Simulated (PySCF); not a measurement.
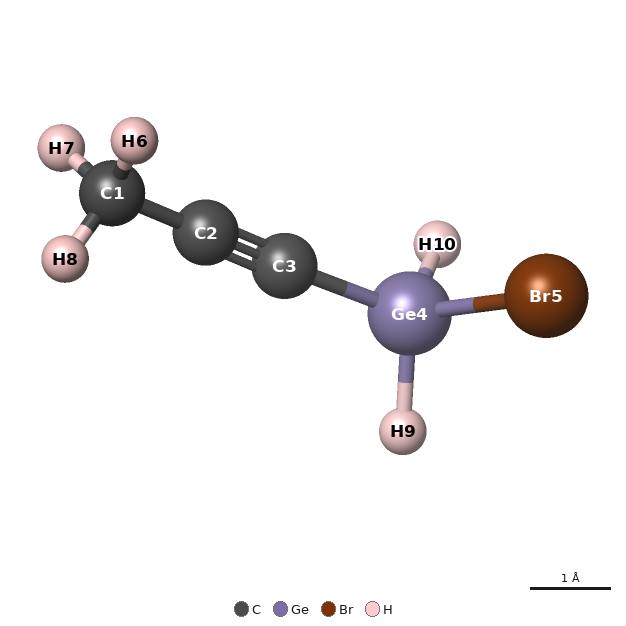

The computed structure is the end point of a PBE0-D3(BJ)/def2-SVP optimisation. No frequency run is at hand to confirm it as a minimum.

Which atoms are bonded, and how long are the bonds?

```csv
bond,length (Å)
C1–C2,1.450
C1–H6,1.101
C1–H7,1.101
C1–H8,1.101
C2–C3,1.218
C3–Ge4,1.882
Ge4–Br5,2.314
Ge4–H9,1.532
Ge4–H10,1.533
```
